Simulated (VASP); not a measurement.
Data:

```
SnO2
1.0
    4.76464     0.00000     0.00000
    0.00000     4.76464     0.00000
    0.00000     0.00000     3.20495
Sn O
2 4
Cartesian
  0.00000   0.00000   3.20495
  2.38232   2.38232   1.60248
  1.45720   1.45720   0.00000
  3.83952   0.92512   1.60248
  0.92512   3.83952   1.60248
  3.30744   3.30744   3.20495
```

Method: MS2 meta-GGA, VASP's PBE PAW potentials (set 64) (plane waves; VASP). Numerical set-up: 520 eV cut-off, 5×5×8 Γ-centred mesh, tetrahedra with Blöchl corrections, potentials Sn_d O.

Unless said otherwise, spin-orbit coupling is left out, though it shifts the bands of the heavy elements here.

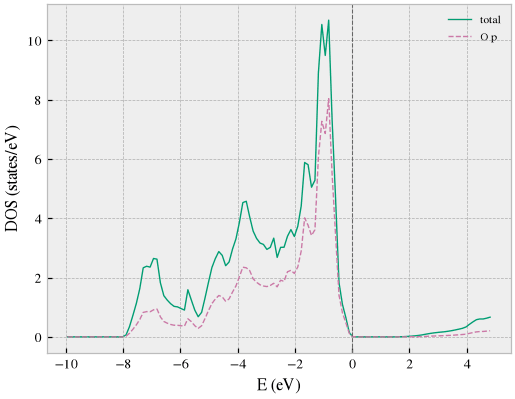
Total and projected density of states, zero at the valence-band maximum

Within 2 eV below the valence-band maximum the largest weight inside VASP's projection spheres is O p.

The gap is direct, 1.42 eV, from the valence maximum at Γ to the conduction minimum at Γ.

The compound is SnO2 in the rutile structure. It was relaxed first.
